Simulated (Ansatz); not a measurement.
## Electronic structure of GaGeH3N (doublet) in real space

Input

```
crystal:
  periodic: [false, false, false]
  atoms:
    - {symbol: Ga, position_ang: [-0.405371, 2.102880, -1.469385]}
    - {symbol: Ge, position_ang: [-0.566962, 2.654091, 1.459179]}
    - {symbol: "N", position_ang: [-1.288154, 1.155492, 0.232415]}
    - {symbol: H, position_ang: [-0.925884, 0.233999, 0.473815]}
    - {symbol: H, position_ang: [-2.305331, 1.092393, 0.235915]}
    - {symbol: H, position_ang: [0.081847, 3.301833, 0.015851]}
basis:
  gaussian: {orbitals: def2-TZVPD}
magnetization: {spin_polarized: true, initial_magnetization: 1}
output: {forces: true, orbitals: {seedname: orbitals}}
hamiltonian: {xc: pbe0}
```

Command:

```sh
ansatz run input.yaml --threads 1 --pin off --max-ram 2610MiB --events-out events.jsonl --progress --plain --runs-dir runs
```

Geometry: B3LYP/6-31G*.

These are results of isolated molecule in a Gaussian basis; Kohn-Sham density functional theory, functional PBE0 in Ansatz, not measurements.

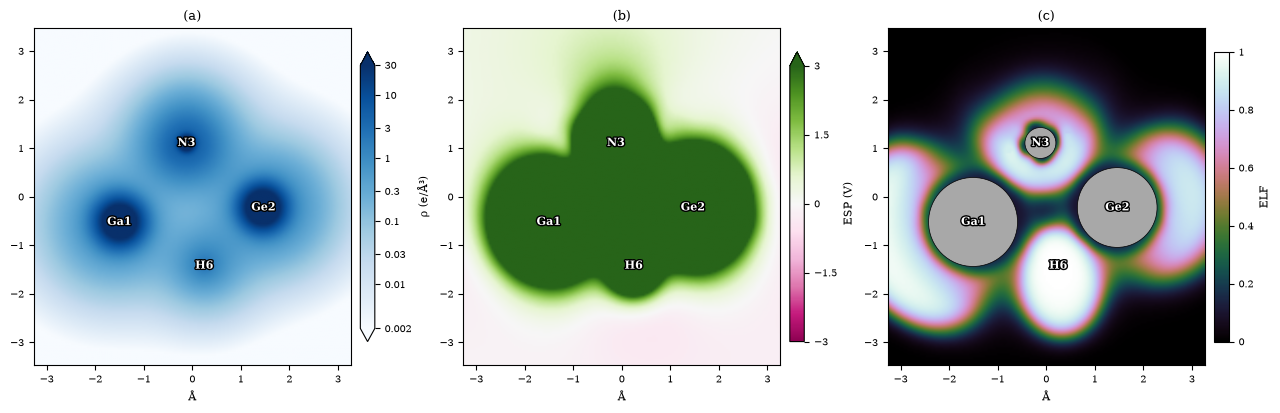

Figure 1. (a) electron density; (b) molecular electrostatic potential; (c) electron localisation function on the plane of atoms N3, Ge2 and H6. Grey discs cover the atomic cores in the ELF map.

Q: Describe what can be read from this map.

A: The plane passes through Ga, Ge, N and H nuclei. Ga1···H6 (1.97 Å): the density falls to about 0.34 e/Å³ on the way; the ELF climbs to about 1 towards the hydrogen. Ge–N (2.07 Å): ρ is about 0.61 e/Å³ halfway; the ELF peaks at about 0.90 in the valence shell of N, 0.6 Å from its nucleus, and is about 0.50 at the midpoint. Ga–N (2.14 Å): ρ at the midpoint is about 0.49 e/Å³; the ELF peaks at about 0.90 in the valence shell of N, 0.6 Å from its nucleus, and is about 0.35 at the midpoint. Ge–H (1.71 Å): ρ is about 0.69 e/Å³ halfway; the ELF climbs to about 1 towards the hydrogen. Outside the dense part of the molecule the potential is most negative (−0.4 V) near H6.

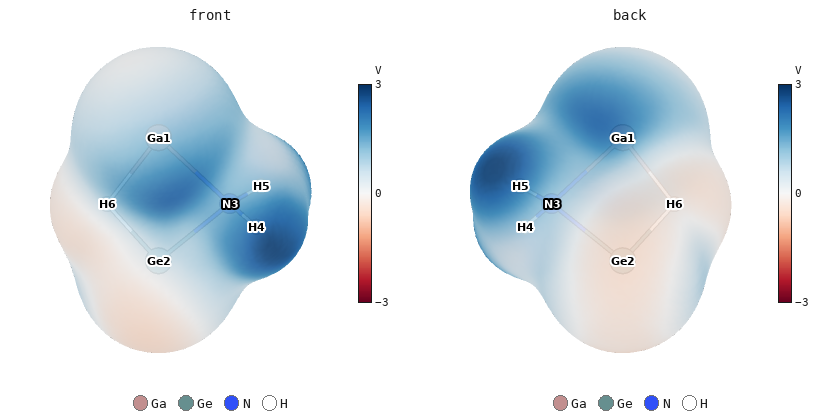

Figure 2. The molecular electrostatic potential painted on the density surface at 0.004 e/bohr³, seen from the front and from behind; red is negative and blue positive.

Q: Describe the electrostatic potential map.

A: The most negative region (about −0.5 V) lies over Ge2, the most positive (about +2.8 V) over H4 and H5.

Q: How polar is the molecule by this calculation?

A: Its dipole moment is 2.45 D.

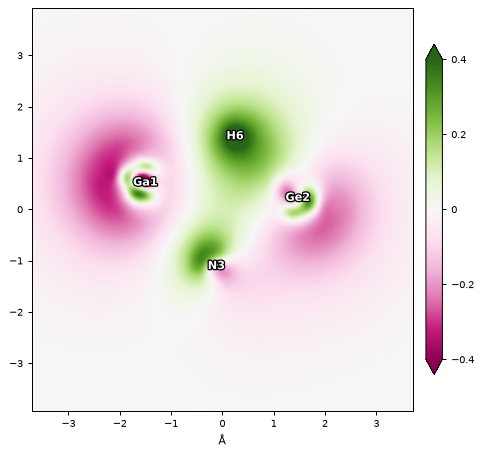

Figure 3. The HOMO−1 (α) on the plane of atoms Ga1, H6 and Ge2 (values in Å⁻³ᐟ²; the overall sign is arbitrary).

Q: Describe this orbital and give its energy.

A: By Hirshfeld shares it lies mainly on Ga1 (about 55 %), Ge2 (about 25 %) and H6 (about 10 %). Its energy is −6.66 eV.
